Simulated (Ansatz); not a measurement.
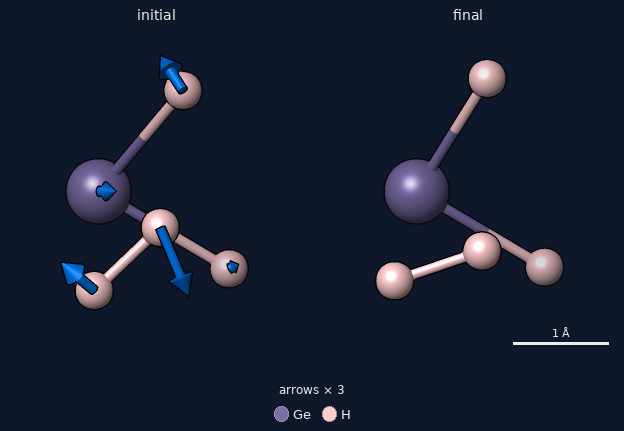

The structure of GeH₄ before (left) and after (right) a constrained relaxation, at one scale. The blue arrows give the displacements, magnified 3 times.

A ball-and-stick model, seen from a free direction.

The reaction that was planned forms H2–H3 and breaks Ge1–H2, Ge1–H3 (atoms numbered from 1 in input order).

Computed with Ansatz, RKS PBE0-D4/def2-SVP. Set-up: held fixed: the distance between atoms 2 (H) and 3 (H), the distance between atoms 1 (Ge) and 2 (H), the distance between atoms 1 (Ge) and 3 (H), counting from 1; force threshold 0.08 eV/Å; at most 120 steps.

**What changed between the two?**

An H atom moves most after the best rigid fit: 0.27 Å. Largest moves by element: H 0.27 Å, Ge 0.08 Å. Near-neighbour distances that change, for instance: Ge–H 1.639 → 1.588 Å, Ge–H 1.615 → 1.587 Å. Bond angles that change, for instance: H–Ge–H 86.8° → 93.4°. The optimiser took 5 steps. The run took roughly 4 core-seconds on a shared host.
